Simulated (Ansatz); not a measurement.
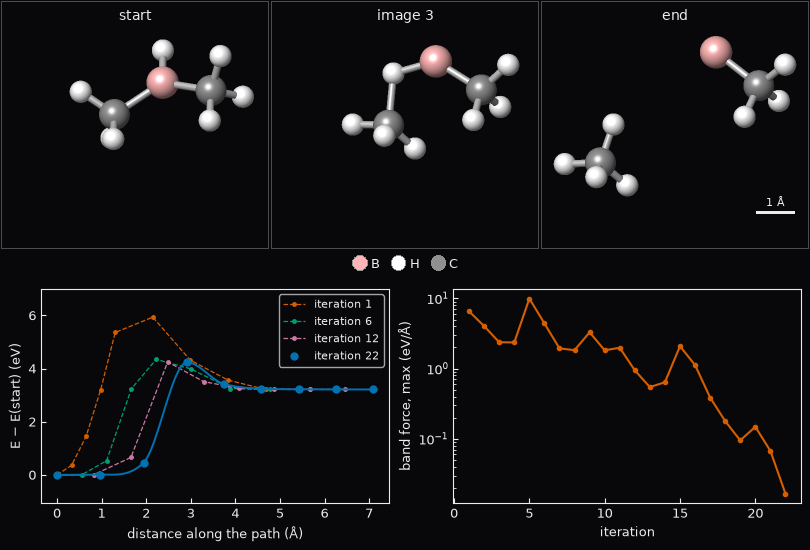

A nudged-elastic-band calculation for C$_{2}$H$_{7}$B. Images are numbered from 0 (start) to 8 (end). The plot follows the band through its iterations. Style: ball-and-stick. Shown from a free direction.

Computed with RKS B3LYP/def2-mTZVP (Ansatz 0.2.0). Settings: 7 movable images; climbing image; force threshold 0.05 eV/Å; iteration limit 60; starting path through a guess of the saddle point.

> Judge this run.

The result is final at these settings. The band converged in 22 iterations. The largest component of the band force went from 6.5 to 0.017 eV/Å. The climbing image converged on the top of the path. Its vibrational analysis gives one imaginary mode (1221i cm⁻¹), as a transition state must have. The first iteration put the highest image at 5.93 eV. The highest point, image 3, lies 4.24 eV above the start and 1.02 eV above the end; the end is at +3.21 eV relative to the start.
